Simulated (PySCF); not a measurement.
Vertical excitations of a molecule C2H9NSi3 from TDA-PBE/def2-SVPD (PySCF), as energy in eV (oscillator strength): 6.10 (0.023), 6.29 (0.005), 6.49 (0.008), 6.51 (0.008), 6.69 (0.001), 6.74 (0.029). Lowest triplet (TDA): 5.62 eV. Geometry: ωB97X-D3(BJ)/def2-SVP. One conformer was computed; it need not be the lowest.

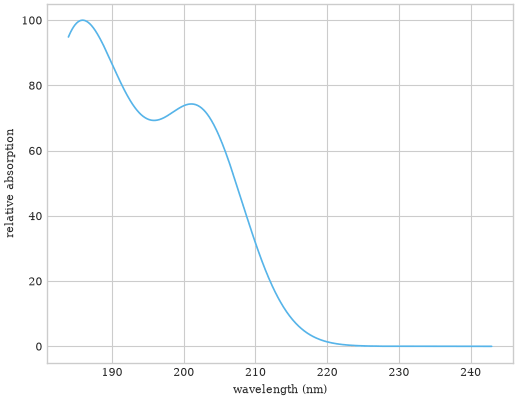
The lines broadened by 0.4 eV.

### Question
Which structure fits?
(A) N#C[C@H]([SiH3])[SiH2][SiH3]
(B) [SiH3]C#C[SiH2]N[SiH3]
(C) CC1=N[SiH2][Si@@H]1[SiH3]
(D) [SiH3]N=C1[SiH2]C[SiH2]1

### Answer
A, N#C[C@H]([SiH3])[SiH2][SiH3]
